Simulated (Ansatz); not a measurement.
# Loss of C2H6: C4H9Br → C2H3Br + C2H6

Species: C4H9Br (1-bromobutane) `CCCCBr`, singlet; C2H3Br (vinyl bromide) `C=CBr`, singlet; C2H6 (ethane) `CC`, singlet. 

Shapes, held fixed at every level: PBE0-D4/def2-TZVP. Flexible molecules stand in one conformer, not always the lowest. Programs: Ansatz 0.2.0. The zero-point and thermal change to 298 K, harmonic and unscaled (PBE0-D4/def2-TZVP), is -12.9 kJ/mol.

**What was measured.** Tabulated heats of formation (Active Thermochemical Tables, CRC Handbook of Chemistry and Physics): C4H9Br -107.1 (CRC); C2H3Br +73.7 (ATcT); C2H6 -83.8 (ATcT) kJ/mol, which give ΔH(298 K) = +97.0 kJ/mol.

| level | kind | ΔH (kJ/mol) | computed − measured |
| --- | --- | --- | --- |
| HF/def2-SVP | Hartree–Fock | +86.7 | -10.3 |
| PBE-D4/def2-TZVPP | GGA | +96.7 | -0.3 |
| B3LYP-D4/def2-TZVPP | global hybrid | +86.8 | -10.2 |
| PBE0-D4/def2-TZVPP | global hybrid | +110.0 | +13.0 |
| MP2/def2-TZVPP | perturbation theory | +106.3 | +9.3 |
| CCSD/def2-TZVPP | coupled cluster or CI | +96.9 | -0.1 |
| CCSD(T)/def2-TZVPP | coupled cluster or CI | +97.2 | +0.2 |

Nearest: CCSD/def2-TZVPP (-0.1); farthest: PBE0-D4/def2-TZVPP (+13.0). 4 of 7 levels lie within 10 kJ/mol. The heats of C4H9Br come from older tables and can be uncertain by 10 kJ/mol or more. Relativity is left out for Br unless named. Correlated rows may include outer-core shells of Br, which these sets cover unevenly.

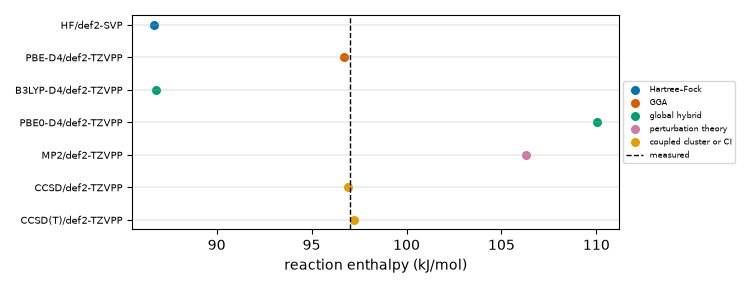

The values of the table, level by level.
